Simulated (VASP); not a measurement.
Band structure of ZrS₂ (1T layered). Level of theory: rev-vdW-DF2, VASP's PBE PAW potentials (set 64) (plane waves; VASP).

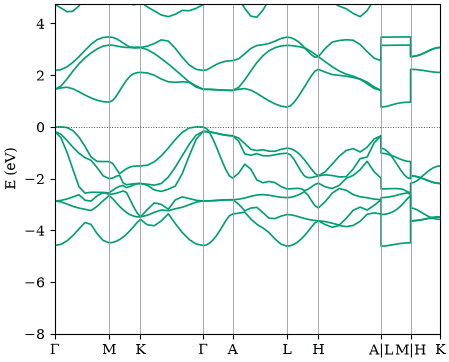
Figure: Bands along high-symmetry lines, zero at the valence-band maximum or, without a gap, the Fermi level

### Question
Read the plot: is there a gap, and where are the band edges?

### Answer
The gap is indirect, 0.77 eV, from the valence maximum at Γ-M at 0.11 to the conduction minimum at L. (Edges off the drawn lines would not show.)

Measured: gap 1.70 eV (computed value off by -0.93 eV), as given by Miłosz Rybak et al., Nanomaterials (2022), arXiv:2210.12074.

The compound is ZrS2 in the 1T layered structure. It was relaxed first.
